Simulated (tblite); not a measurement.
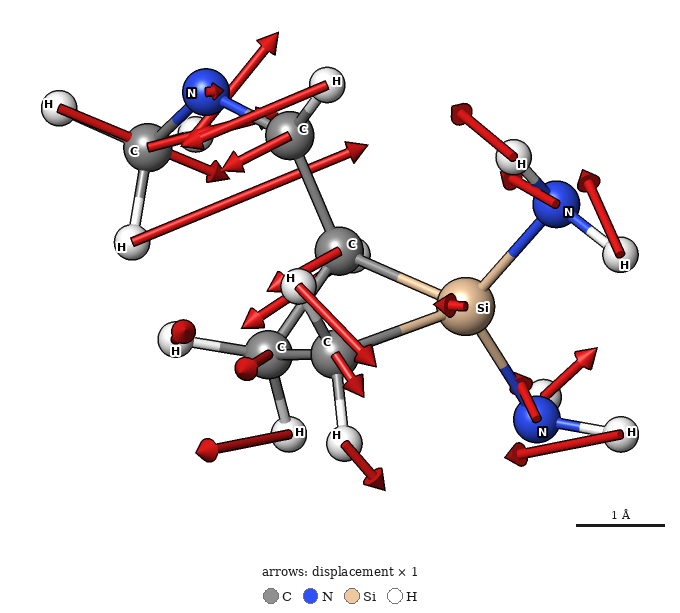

A relaxation of C5H13N3Si. The starting structure is drawn; red arrows show the displacements, at their true length. The two geometries are superimposed by the best rigid fit.

Style: ball-and-stick. Shown from a free direction.

Theory: tblite, GFN2-xTB geometry optimisation, gas phase. 

Question: Which element moves most?

Answer: Hydrogen: up to 2.93 Å, against 1.57 Å for carbon.

Question: Describe the change and its energy.

Answer: The atom that moves furthest after the best rigid fit is an H atom (2.93 Å). Largest moves by element: H 2.93 Å, C 1.57 Å, N 1.08 Å, Si 0.45 Å. Among the contacts that change: C–Si 1.826 → 1.930 Å, H–N 1.065 → 1.006 Å, C–Si 1.861 → 1.919 Å, N–Si 1.777 → 1.722 Å. Bond angles that change, for instance: Si–N–H 105.8° → 120.1°, N–Si–N 116.8° → 105.6°, Si–N–H 111.1° → 120.2°. Groups turn about C–N by about 95°, C–C by about 95°, C–C by about 35°. After 238 geometry steps the energy has fallen by 120.8 kJ/mol. Cost: 7.6 s on 1 thread of Intel(R) Xeon(R) Processor @ 2.50GHz, with other jobs on the host.
